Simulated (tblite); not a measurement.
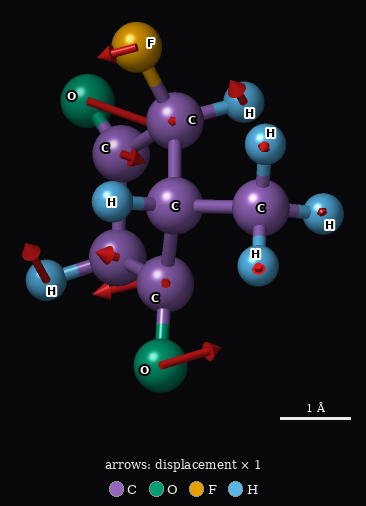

This is a relaxation of C6H7FO2 (charge −1, multiplicity 2). The starting structure is drawn; red arrows show the displacements, at their true length. The two geometries are superimposed by the best rigid fit.

A ball-and-stick model, seen from a free direction.

Method: GFN2-xTB geometry optimisation, gas phase in tblite. 

Question: Atoms of which element are displaced furthest, and by how much?

Answer: Oxygen: up to 1.48 Å, against 0.99 Å for hydrogen.

Question: Describe the change and its energy.

Answer: The largest move after the best rigid fit is that of an O atom, 1.48 Å. By element the largest moves are O 1.48 Å, H 0.99 Å, F 0.62 Å, C 0.41 Å. Near-neighbour distances that change, for instance: C–F 1.358 → 1.435 Å, C–C 1.486 → 1.539 Å, C–O 1.231 → 1.253 Å, C–C 1.539 → 1.521 Å. Bond angles that change, for instance: C–C–C 100.3° → 89.4°, O–C–C 118.8° → 127.6°, C–C–C 113.1° → 106.6°. Groups turn about C–C by about 60°, C–C by about 55°, C–C by about 20°. The energy falls by 0.713 eV in 90 geometry steps.
